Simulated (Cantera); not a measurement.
Input: 1 mol ZrO₂, a varied amount of H₂, 1.8 mol H₂O, at 2200 K and 0.615 Torr.

These are equilibrium values from Cantera (NASA tables, ideal gas, pure condensed phases), not measurements of a reactor. Candidate condensed phases: H₂O, Zr, ZrO₂; 12 gas species. The numbers say what is thermodynamically allowed, not how fast it happens.

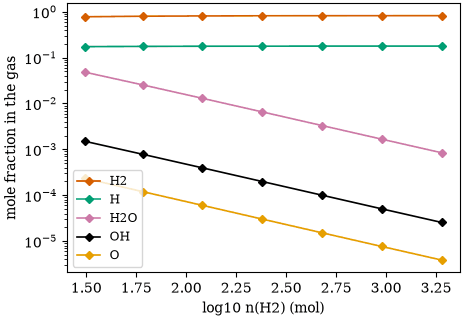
Figure. Equilibrium gas composition (values under 1e-9 drawn at 1e-9)

Read off the mole fractions at 61 mol H₂.

H₂ about 0.80, H about 0.18, H₂O about 0.025, OH about 0.00078, O about 0.00012.
